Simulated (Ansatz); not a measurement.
# AlClH₃OSb: an energy map over bond length O1–Al2 and dihedral H5–O1–Al2–Sb3

A grid of calculations on AlClH₃OSb, SMILES [OH][AlH][SbH][Cl], to see where the energy is lowest and how it rises around there.

Computed with Ansatz 0.2.0. Level: RKS PBE0-D4/def2-SVP.

### Step 1. Starting geometry

SMILES `[OH][AlH][SbH][Cl]`, 7 atoms, charge 0, spin multiplicity 1.

Atoms are counted from 1 here; the program's logs count them from 0.

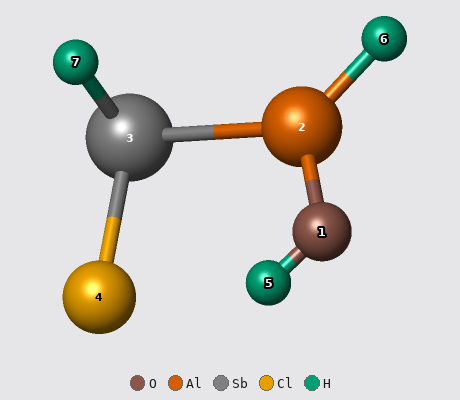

Start geometry, drawn with oxygen brown, aluminium orange, antimony grey, chlorine amber, hydrogen teal; atoms are numbered from 1 in the order of the file.

As a file:

```xyz
7
AlClH3OSb
O    -1.0750    1.2778   -0.6678
Al    0.0014    0.9397    0.6293
Sb    0.6105   -1.6836    0.8542
Cl   -0.7215   -1.9754   -1.1839
H    -1.3252    0.5049   -1.2142
H     0.4873    2.1575    1.5360
H     2.0835   -1.2890    0.0008
```

This geometry comes from a loose relaxation at PBE in a small basis, which is not shown.

### Step 3. The grid

The axes are (1) bond length O1–Al2: 15 values from 1.395 to 2.551 Å; (2) dihedral H5–O1–Al2–Sb3: 15 values from −180 to 156 °, periodic.

Nothing else is relaxed (all other coordinates rigid). Energies count from the relaxed molecule at the same level. Points are written as (first, second).

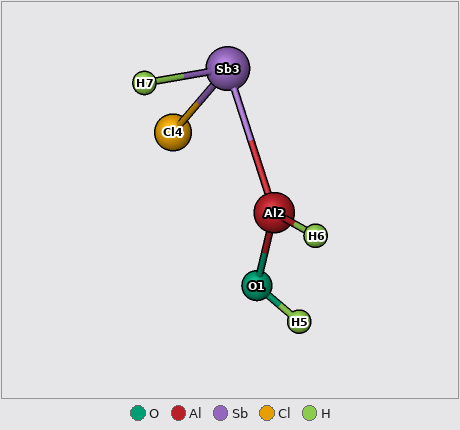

The geometry at (1.725 Å, 132°).

(The set-up runs are not shown.)

### Step 4. The run at (1.725 Å, 132°)

input.yaml

```yaml
crystal:
  periodic: [false, false, false]
  atoms:
    - { symbol: O, position_ang: [-1.084915, 1.279672, -0.654508] }
    - { symbol: Al, position_ang: [0.00888, 0.929681, 0.632637] }
    - { symbol: Sb, position_ang: [2.091195, 2.606942, 0.789891] }
    - { symbol: Cl, position_ang: [1.020597, 3.860794, -0.987263] }
    - { symbol: H, position_ang: [-1.366988, 0.555929, -1.226898] }
    - { symbol: H, position_ang: [-0.285721, -0.315216, 1.563845] }
    - { symbol: H, position_ang: [1.235931, 3.419909, 2.047805] }
basis:
  gaussian: { orbitals: def2-SVP }
hamiltonian:
  xc: pbe0
  dispersion: d4
output:
  forces: true
```

Run with:

```sh
ansatz run input.yaml --threads 1 --pin off --max-ram 2560MiB --backend cpu --events-out ev --progress --plain --runs-dir out
```

The session goes on with these runs: the other points that were computed.

Before running it: what results should come out? Wanted: lowest point; highest computed point; largest force on an atom.

As calculated:

| quantity | value |
| --- | --- |
| lowest point | (1.725 Å, −12°), 1.6 kJ/mol |
| highest computed point | (2.551 Å, 108°), 323 kJ/mol above the lowest |
| largest force on an atom (eV/Å) | 0.6 at (1.725 Å, −180°) to 20.4 at (1.395 Å, −180°); 0.6 at the lowest point |
| time for the whole task | 33 min on 1 thread, shared host |

What this shows: The lowest computed point is at (1.725 Å, −12°), 1.6 kJ/mol from the relaxed molecule at the same level. The grid is coarse, so the lowest point of the scanned range may lie between grid points; coordinates that were held can hide deeper minima. There is a further well near (1.725 Å, −180°) (17 kJ/mol above the lowest at that grid point). The highest computed point, (2.551 Å, 108°), lies 323 kJ/mol above the lowest. On the interpolated surface the easiest way out of the lowest well to the well at (1.725 Å, −180°) passes a barrier of about 33 kJ/mol. Round the minimum the two coordinates are nearly uncoupled.
